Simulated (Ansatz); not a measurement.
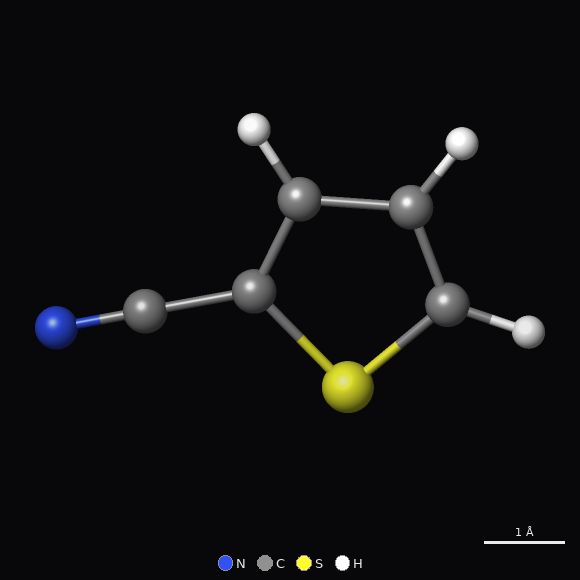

Rendered structure (ball-and-stick style).

The computed structure is the end point of a PBE0-D4/def2-TZVP optimisation.

> Count the atoms of each element.

C₅H₃NS, 10 atoms: 5 carbon, 3 hydrogen, 1 nitrogen and 1 sulfur.

> Name some functional groups or characteristic bonds that it holds.

Among them: nitrile.

> Count the bonded pairs by element.

4 C–C, 3 C–H, 2 C–S, 1 C–N.

> Which point group does it belong to?

Cs.

> How many atoms are distinct by symmetry?

10: 1 N, 1 C, 1 C, 1 C, 1 C, 1 C, 1 S, 1 H, 1 H, 1 H.

The parts below concern this one geometry. Atoms keep their numbers from picture to picture.

### Geometry

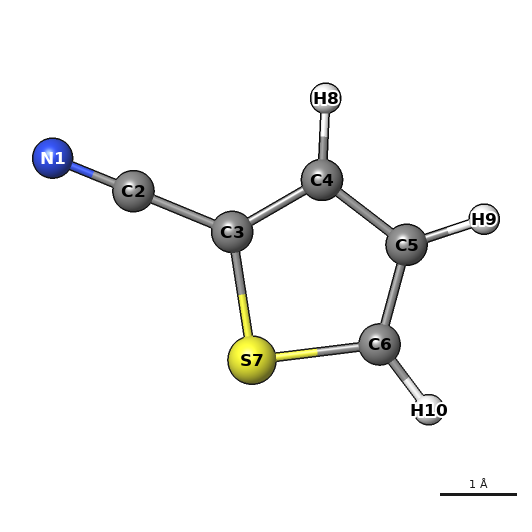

Numbered structure.

Give the bond lengths.

| bond | length (Å) | order |
| --- | --- | --- |
| N1–C2 | 1.153 | triple |
| C2–C3 | 1.410 | delocalised |
| C3–C4 | 1.373 | aromatic |
| C3–S7 | 1.718 | aromatic |
| C4–C5 | 1.408 | aromatic |
| C4–H8 | 1.081 | single |
| C5–C6 | 1.367 | aromatic |
| C5–H9 | 1.081 | single |
| C6–S7 | 1.698 | aromatic |
| C6–H10 | 1.080 | single |

### Dipole moment

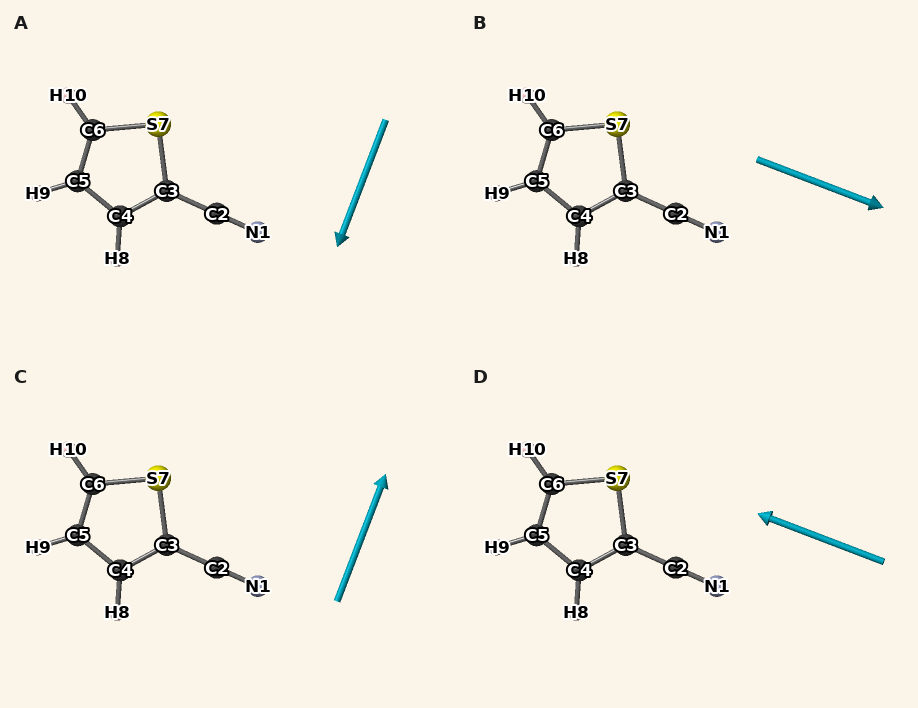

The same molecule four times, each with an arrow. Properties computed with RKS ωB97M-V/def2-TZVPP (Ansatz 0.2.0).

> Which arrow points along the dipole moment, from the negative to the positive end?

D. The dipole moment is 4.77 D; it points from the side of N1 to the side of H9, H10 (the outermost atoms at the two ends).

### Vibrations

Harmonic vibrations computed with RKS PBE0-D4/def2-TZVP (Ansatz 0.2.0) at a stationary point of the same level.

> How many vibrational modes are there, and where do they lie?

24 modes: 159, 160, 433, 498, 528, 550, 597, 708, 732, 774, 864, 887, 933, 1073, 1102, 1191, 1261, 1395, 1477, 1574, 2358, 3234, 3249, 3267 cm⁻¹.

### Charges

The questions are on Mulliken charges. Level of theory: RKS PBE0-D4/def2-TZVP (Ansatz 0.2.0).

> Which atom carries the highest charge (most positive or least negative)?

C3 (0.18 e).

> And the lowest?

C2 (−0.24 e).

List the Mulliken charges.

```csv
atom,value (e)
N1,0.02
C2,−0.24
C3,0.18
C4,−0.22
C5,−0.12
C6,−0.18
S7,0.11
H8,0.15
H9,0.14
H10,0.16
```

### Thermal motion

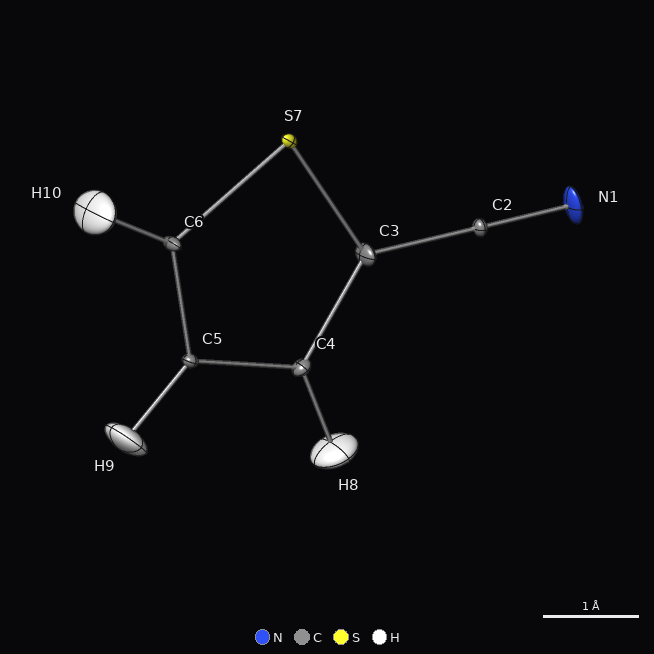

Displacement ellipsoids at the 50 % level, from the internal vibrations of the free molecule (harmonic, no overall translation or rotation; no half-axis is drawn under 0.075 Å). Vibrations computed with RKS PBE0-D4/def2-TZVP (Ansatz 0.2.0). Temperature: 600 K.

Give the displacement parameters, one line for each set of equivalent atoms.

| atom | U_eq (Å²) | rms amplitudes (Å) |
| --- | --- | --- |
| N1 | 0.0108 | 0.043, 0.109, 0.136 |
| C2 | 0.0036 | 0.042, 0.064, 0.070 |
| C3 | 0.0071 | 0.036, 0.077, 0.119 |
| C4 | 0.0044 | 0.040, 0.073, 0.080 |
| C5 | 0.0031 | 0.039, 0.058, 0.067 |
| C6 | 0.0049 | 0.042, 0.049, 0.103 |
| S7 | 0.0020 | 0.028, 0.035, 0.064 |
| H8 | 0.0239 | 0.081, 0.172, 0.189 |
| H9 | 0.0232 | 0.081, 0.155, 0.197 |
| H10 | 0.0288 | 0.081, 0.151, 0.239 |

Mulliken values depend strongly on the basis set and can even reverse the polarity of a bond.
